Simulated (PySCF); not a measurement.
Input

```
{"job": {"kind": "uv", "xc": "PBE0", "basis": "def2-SVPD", "nstates": 8, "ntriplets": 3}, "charge": 0, "multiplicity": 1}
C     -1.946178     0.228491    -1.031715
C     -1.033356    -0.223056     0.097433
C     -1.259537     0.574627     1.376194
O      0.324229    -0.033437    -0.351684
C      1.284576    -0.778948     0.187492
O      1.100436    -1.631732     1.020729
Si     2.974458    -0.278474    -0.581211
Cl     3.246540     1.667604    -0.187717
H     -1.795145     1.287457    -1.225279
H     -1.728261    -0.325995    -1.940817
H     -2.983369     0.061029    -0.755680
H     -1.164882    -1.293618     0.302485
H     -1.092093     1.633054     1.188484
H     -2.277878     0.429704     1.725210
H     -0.573590     0.239694     2.150707
H      2.891811    -0.472102    -2.025096
H      4.025241    -1.072267     0.040555
```

Launched as:

```sh
OMP_NUM_THREADS=1 python probes_run.py task.json out
```

Geometry: GFN2-xTB.

Computed with PySCF, PBE0/def2-SVPD, SCF density, gas phase.

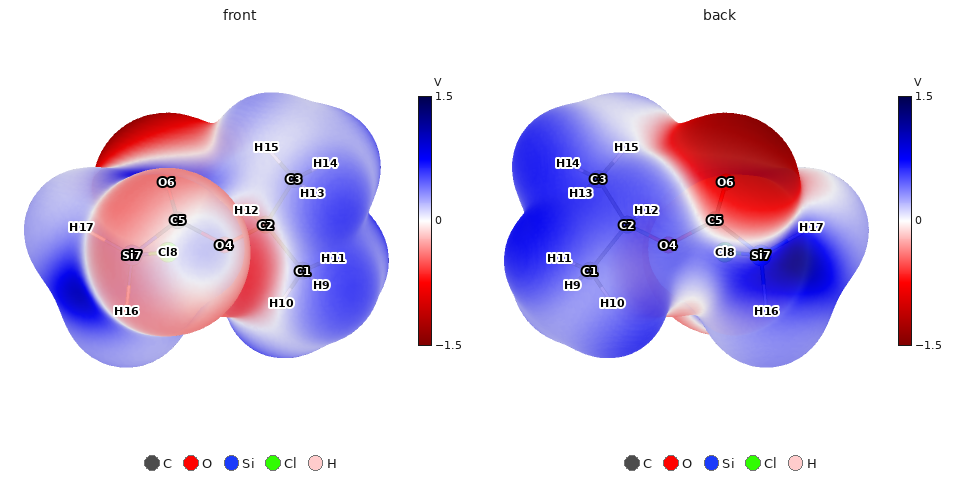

C₄H₉ClO₂Si. The electrostatic potential painted on the density surface at 0.001 e/bohr³, seen from the front and from behind; the colour scale runs from red (negative) to blue (positive).

Describe the electrostatic potential map.

The most negative region (about −1.4 V, or −32 kcal/mol for a unit charge) lies over O6, the most positive (about +1.1 V, or +25 kcal/mol for a unit charge) over Si7. O6 is the likeliest acceptor of a hydrogen bond.
